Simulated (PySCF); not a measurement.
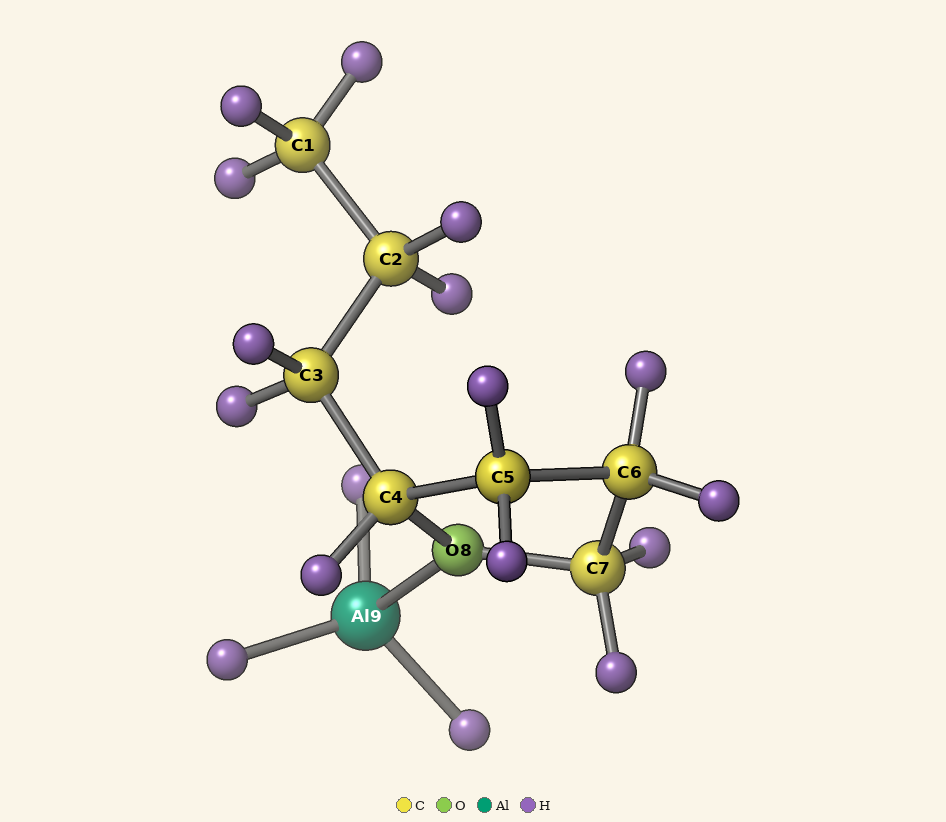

Atoms fade into the background with distance from the viewer. The geometry was computed by an optimisation with PBE0-D3(BJ)/def2-SVP. No frequency run is at hand to confirm it as a minimum.

### How is the 5-membered ring C4–C5–C6–C7–O8 puckered?

It is an envelope, with C6 as the flap. The Cremer–Pople amplitude Q is 0.35 Å.

### Give the torsion angles round the ring, beginning with the bond from its second to its third atom.

−34°, 35°, −24°, 2°, 20°.
